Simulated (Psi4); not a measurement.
# HF/3-21G run of CH5FSi (SMILES C[SiH2]F)

What is the vertical singlet–triplet gap of CH5FSi at HF/3-21G? 

Program for the calculation: Psi4 1.11.

2 further runs of the same task are left out: 2 set aside as unsound or not needed.

## Step 1: The molecule

The species is CH5FSi (8 atoms), meant as a singlet with charge 0. SMILES: `C[SiH2]F`. The shape is that of a PBE0-D4/def2-TZVP optimisation.

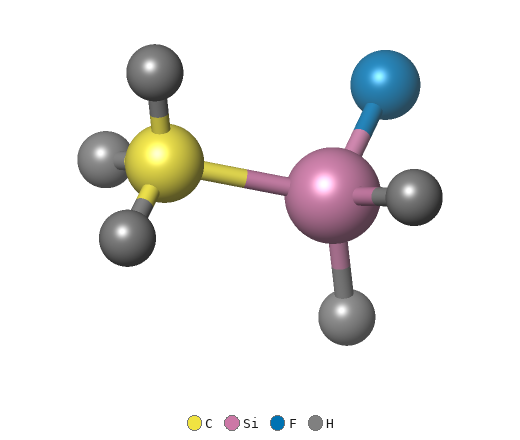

Viewed from a chosen angle; carbon yellow, silicon pink, fluorine blue, hydrogen grey.

## Step 2: Energy and gradient at HF/3-21G

File input.json:

```json
{
 "schema_name": "qcschema_input",
 "schema_version": 1,
 "molecule": {
  "schema_name": "qcschema_molecule",
  "schema_version": 2,
  "symbols": ["C", "Si", "F", "H", "H", "H", "H", "H"],
  "geometry": [-0.9853032, 1.32337521, -0.82581032, 0.84735319, -1.21320417, 0.74681976, 3.6783519, -1.22756609, -0.33788303, -1.06278197, 1.02517642, -2.8669035, -2.9228394, 1.34775267, -0.10676953, -0.14588686, 3.17530681, -0.46940797, 1.01799546, -0.79519675, 3.5162134, -0.25265638, -3.7439254, 0.23810549],
  "molecular_charge": 0,
  "molecular_multiplicity": 1,
  "fix_symmetry": "c1"
 },
 "driver": "gradient",
 "model": {
  "method": "scf",
  "basis": "3-21G"
 },
 "keywords": {
  "puream": true,
  "e_convergence": 1e-09,
  "d_convergence": 1e-08,
  "scf_type": "pk",
  "scf_properties": ["MAYER_INDICES", "DIPOLE", "WIBERG_LOWDIN_INDICES"]
 }
}
```

Started as:

```console
$ psi4 --qcschema input.json -n 1 --memory 1600MB
```

stdout, cut to the lines that bear on the results:

```text
[...]
  Running in c1 symmetry.
[...]
  Nuclear repulsion =  115.959115480258006
[...]
  Multiplicity = 1
[...]
  Nalpha       = 17
  Nbeta        = 17
[...]
    Number of basis functions: 41
[...]
   @RHF iter   1:  -426.86026687683977   -7.94679e-01   8.60596e-03 DIIS/ADIIS
[...]
   @RHF iter  10:  -426.92030596643701   -2.67164e-12   4.75675e-09 DIIS
[...]
    Orbital Energies [Eh]
    ---------------------
    Doubly Occupied:
       1A    -68.347937     2A    -26.121801     3A    -11.164599
       4A     -6.151523     5A     -4.247848     6A     -4.247608
       7A     -4.247179     8A     -1.549240     9A     -0.969188
      10A     -0.738851    11A     -0.633584    12A     -0.631472
      13A     -0.603948    14A     -0.572732    15A     -0.560056
      16A     -0.469149    17A     -0.462595
[...]
  @RHF Final Energy:  -426.92030596643701
   => Energetics <=
    Nuclear Repulsion Energy =            115.9591154802580064
    One-Electron Energy =                -822.3202235858441327
    Two-Electron Energy =                 279.4408021391491275
    Total Energy =                       -426.9203059664370130
[...]
 Multipole Moments:
 ------------------------------------------------------------------------------------
     Multipole            Electronic (a.u.)      Nuclear  (a.u.)        Total (a.u.)
 ------------------------------------------------------------------------------------
 L = 1.  Multiply by 2.5417464519 to convert [e a0] to [Debye]
 Dipole X            :          5.1391092           -5.9361325           -0.7970233
 Dipole Y            :         -2.1319248            2.3560106            0.2240858
 Dipole Z            :         -0.0721947            0.1798230            0.1076283
 Magnitude           :                                                    0.8348919
[...]
  -Total Gradient:
     Atom            X                  Y                   Z
    ------   -----------------  -----------------  -----------------
       1        0.011334105365    -0.011750686063     0.006137711084
       2        0.011477004445     0.013355707604    -0.016443927048
       3       -0.026246326633     0.000618685928     0.009598480183
       4        0.000580263479    -0.002437413920    -0.004844609530
       5       -0.004166665696    -0.001282711447     0.002737668089
       6        0.003249748103     0.003864279618     0.002146357462
       7        0.002176454262    -0.000516319384     0.001084440059
       8        0.001595416676    -0.001851542337    -0.000416120298
[...]
```

The result, in JSON:

```text
{
 "driver": "gradient",
 "model": {
  "method": "scf",
  "basis": "3-21G"
 },
 "success": true,
 "return_result": [0.011334105365273794, -0.011750686062676458, 0.0061377110839127835, 0.01147700444454565, 0.013355707604433345, -0.016443927048202765, -0.02624632663269061, 0.0006186859277716684, 0.009598480182720207, 0.0005802634785144548, -0.002437413919560913, -0.00484460953037652, -0.004166665696443694, -0.0012827114471174557, 0.002737668089250009, 0.00324974810278722, 0.003864279617778077, 0.0021463574617507294, 0.00217645426189296, -0.0005163193835244287, 0.0010844400592557035, 0.0015954166760495311, -0.0018515423374645124, -0.0004161202984982529],
 "properties": {
  "calcinfo_nbasis": 41,
  "calcinfo_nmo": 41,
  "calcinfo_nalpha": 17,
  "calcinfo_nbeta": 17,
  "calcinfo_natom": 8,
  "nuclear_repulsion_energy": 115.959115480258,
  "return_energy": -426.920305966437,
  "return_gradient": [0.011334105365273794, -0.011750686062676458, 0.0061377110839127835, 0.01147700444454565, 0.013355707604433345, -0.016443927048202765, -0.02624632663269061, 0.0006186859277716684, 0.009598480182720207, 0.0005802634785144548, -0.002437413919560913, -0.00484460953037652, -0.004166665696443694, -0.0012827114471174557, 0.002737668089250009, 0.00324974810278722, 0.003864279617778077, 0.0021463574617507294, 0.00217645426189296, -0.0005163193835244287, 0.0010844400592557035, 0.0015954166760495311, -0.0018515423374645124, -0.0004161202984982529],
  "scf_one_electron_energy": -822.3202235858441,
  "scf_two_electron_energy": 279.4408021391491,
  "scf_dipole_moment": [-0.7970233478574418, 0.22408581888871293, 0.10762832783984974],
  "scf_total_energy": -426.920305966437,
  "scf_total_gradient": [0.011334105365273794, -0.011750686062676458, 0.0061377110839127835, 0.01147700444454565, 0.013355707604433345, -0.016443927048202765, -0.02624632663269061, 0.0006186859277716684, 0.009598480182720207, 0.0005802634785144548, -0.002437413919560913, -0.00484460953037652, -0.004166665696443694, -0.0012827114471174557, 0.002737668089250009, 0.00324974810278722, 0.003864279617778077, 0.0021463574617507294, 0.00217645426189296, -0.0005163193835244287, 0.0010844400592557035, 0.0015954166760495311, -0.0018515423374645124, -0.0004161202984982529],
  "scf_iterations": 10
 }
}
```

Wall time 2.2 s (1 thread of AMD EPYC 7B13 (Zen 3), shared host); peak memory 0.18 GiB.

## Step 3: The triplet at the same level

File run.py:

```python
import psi4

psi4.set_memory('1600 MB')
psi4.set_num_threads(1)
psi4.core.set_output_file('ch5fsi.out', False)

mol = psi4.geometry("""
0 3
C     -0.521400     0.700300    -0.437000
Si     0.448400    -0.642000     0.395200
F      1.946500    -0.649600    -0.178800
H     -0.562400     0.542500    -1.517100
H     -1.546700     0.713200    -0.056500
H     -0.077200     1.680300    -0.248400
H      0.538700    -0.420800     1.860700
H     -0.133700    -1.981200     0.126000
symmetry c1
no_reorient
no_com
""")

psi4.set_options({
    'basis': '3-21G',
    'reference': 'uhf',
    'puream': True,
    'e_convergence': 1e-09,
    'd_convergence': 1e-08,
    'scf_type': 'pk',
    'maxiter': 100,
})

e_tot = psi4.gradient("scf")
print('gradient / Eh bohr^-1')
print(e_tot.np.round(6))
```

Started as:

```console
$ python run.py
```

ch5fsi.out, cut to the lines that bear on the results:

```text
[...]
  Running in c1 symmetry.
[...]
  Nuclear repulsion =  115.959115419017664
[...]
  Multiplicity = 3
[...]
  Nalpha       = 18
  Nbeta        = 16
[...]
    Number of basis functions: 41
[...]
   @UHF iter   1:  -426.46917370352696   -4.03586e-01   9.53944e-03 ADIIS/DIIS
[...]
   @UHF iter  25:  -426.56283492530918   -1.11413e-11   9.47487e-09 DIIS
[...]
   @S^2 Observed:                2.035163721E+00
[...]
  @UHF Final Energy:  -426.56283492530918
   => Energetics <=
    Nuclear Repulsion Energy =            115.9591154190176638
    One-Electron Energy =                -821.6713990495172766
    Two-Electron Energy =                 279.1494487051904798
    Total Energy =                       -426.5628349253091756
  UHF NO Occupations:
  HONO-2 :   16  A 1.9847386
  HONO-1 :   17  A 1.0000000
[...]
 Multipole Moments:
 ------------------------------------------------------------------------------------
     Multipole            Electronic (a.u.)      Nuclear  (a.u.)        Total (a.u.)
 ------------------------------------------------------------------------------------
 L = 1.  Multiply by 2.5417464519 to convert [e a0] to [Debye]
 Dipole X            :        -36.2529070           35.6901235           -0.5627835
 Dipole Y            :         18.9326020          -19.0835883           -0.1509862
 Dipole Z            :         -2.4154003            2.7709054            0.3555051
 Magnitude           :                                                    0.6825731
[...]
  -Total Gradient:
     Atom            X                  Y                   Z
    ------   -----------------  -----------------  -----------------
       1        0.002955065215    -0.016207571845     0.013588317646
       2        0.083530698115    -0.039027989991     0.002846186720
       3       -0.032085493759     0.004811269271     0.008071234545
       4        0.000349169721    -0.005712103737     0.000591380608
       5       -0.011719022128    -0.001921449439     0.006188508971
       6        0.002063171592    -0.001558488849     0.005028122911
       7       -0.030989835339     0.010286813823    -0.039898298647
       8       -0.014103753415     0.049329520766     0.003584547245
[...]
```

The script printed:

```text
gradient / Eh bohr^-1
[[ 0.002955 -0.016208  0.013588]
 [ 0.083531 -0.039028  0.002846]
 [-0.032085  0.004811  0.008071]
 [ 0.000349 -0.005712  0.000591]
 [-0.011719 -0.001921  0.006189]
 [ 0.002063 -0.001558  0.005028]
 [-0.03099   0.010287 -0.039898]
 [-0.014104  0.04933   0.003585]]
```

It took 2.2 s on 1 thread of AMD EPYC 7B13 (Zen 3), shared host; peak memory 0.18 GiB.

## Step 4: Summary of results

Level: HF/3-21G.

| quantity | value |
| --- | --- |
| singlet: total energy | -426.92031 Eh |
| singlet: dipole moment | 2.12 D |
| singlet: HOMO energy | -12.59 eV |
| singlet: LUMO energy | 4.82 eV |
| singlet: HOMO–LUMO gap | 17.41 eV |
| singlet: largest force on an atom | 1.437 eV/Å |
| triplet: total energy | -426.56283 Eh |
| triplet: dipole moment | 1.73 D |
| triplet: HOMO energy (highest over α and β) | -2.59 eV |
| triplet: ⟨S²⟩ | 2.035 |
| triplet: largest force on an atom | 4.743 eV/Å |
| vertical energy of the triplet above the singlet | 9.727 eV |

**Reading.** At this shape the triplet lies 9.73 eV (939 kJ/mol) above the singlet. The largest force (singlet) is 1.44 eV/Å: the shape isn't a stationary point for this species at this level.
